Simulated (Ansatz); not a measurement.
**TiO2 (P4_2/mnm): least direct gap against volume**

The cell of TiO2 (P4_2/mnm) is scaled evenly and the response computed anew at each volume, on one mesh. The atoms keep their fractional positions.

Cell: a, b, c = 4.592, 4.592, 2.957 Å (primitive vectors), 6 atoms.

Method: Ansatz 0.2.0, PBE, independent particles, k-mesh 6×6×8 with interpolation inside its cells, Gaussian parameter 0.1 eV.

Launch of the response step: `ansatz run input.yaml --threads 4 --pin off --max-ram 8192MiB --backend cpu --events-out ev --progress --plain --runs-dir out`. The series took 2.6 min in all, on 4 threads of Intel(R) Xeon(R) Platinum 8488C (Sapphire Rapids) (shared host).

```
V/V₀  V (Å³, primitive cell)  least direct gap (eV)
0.94                   58.62                      ?
0.96                   59.87                  2.001
0.98                   61.12                  1.949
1.00                   62.37                  1.898
1.02                   63.61                  1.848
1.04                   64.86                  1.800
1.06                   66.11                  1.753
```

For small changes the quantity should be close to linear in ln V.

Working, on the rows shown:

| x = ln(V/V₀) | y = least direct gap |
| --- | --- |
| -0.040822 | 2.001 |
| -0.0202027 | 1.949 |
| 0 | 1.898 |
| 0.0198026 | 1.848 |
| 0.0392207 | 1.8 |
| 0.0582689 | 1.753 |

Means: x̄ = 0.0093779, ȳ = 1.8748. Σ(x − x̄)(y − ȳ) = -0.01721, Σ(x − x̄)² = 0.006873. Slope = -0.01721 / 0.006873 = -2.505; intercept = ȳ − slope · x̄ = 1.8983. The line misses the rows shown by at most 0.00072 eV.

**Question.** What does the fit predict for the withheld row, and how well does it do?

**Answer.** At x = -0.061875 the line gives y = 2.0533 eV. The run gave 2.054 eV, so the extrapolation is off by 0.00069 eV, 0.2 % of the range in the table.

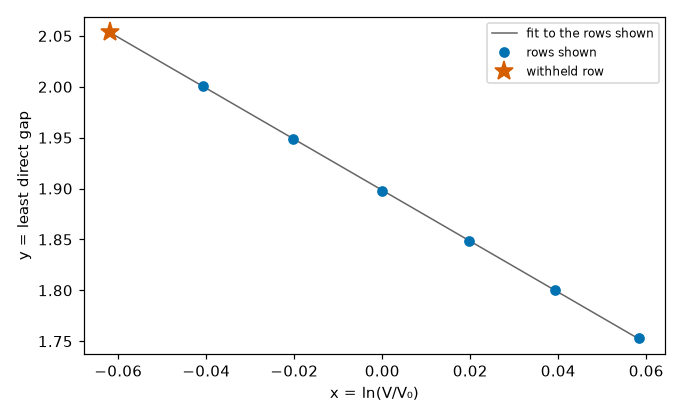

Between the rows on either side of x = 0 the slope is (1.848 − 1.949) / (0.019803 − (-0.020203)) = -2.525. That is a volume deformation potential of -2.5 eV: the least direct gap on this mesh widens by 25 meV for each per cent of compression. PBE gaps are as a rule too small.

[Logs are printed without paths, hosts, clocks, repeated set-up lines and the standing remarks that a program may print on its own settings, such as how far it seeks lower states.]
